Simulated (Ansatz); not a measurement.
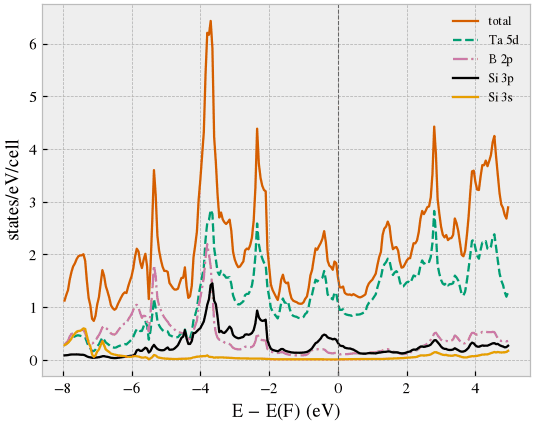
Figure: Total and projected density of states of Ta2SiB2 in space group P-6m2 (No. 187; Ta on 2h, Si on 1a, B on 1b, B on 1f), PBEsol (plane waves, PAW; program Ansatz)

Problem. Which orbitals carry the states next to the Fermi level?

Solution. Within 0.5 eV of the Fermi level: Ta 5d 68 %, Si 3p 20 %, B 2p 8 %. Projections are on Löwdin-orthogonalised atomic valence shells; empty p or d shells of many metals are not among them.

Problem. Where is the tallest occupied peak in this window, and what makes it?

Solution. Near -3.7 eV, about 6.4 states/eV per cell; the largest projected share is Ta 5d.

The start of the workflow was typed in or built on a structure type; neither database checked (COD, Materials Project) lists it. Its standing as an ambient phase is unchecked. Symmetry was held in the PBEsol relaxation; its stability against distortions is not shown here. No spin polarisation was allowed. Spin–orbit coupling is left out wherever it is not named.

Potentials: the earlier of the program's two PAW sets. The files were generated under PBE; for other functionals the program regenerates the frozen cores, and for LDA and PBEsol the local potential too.
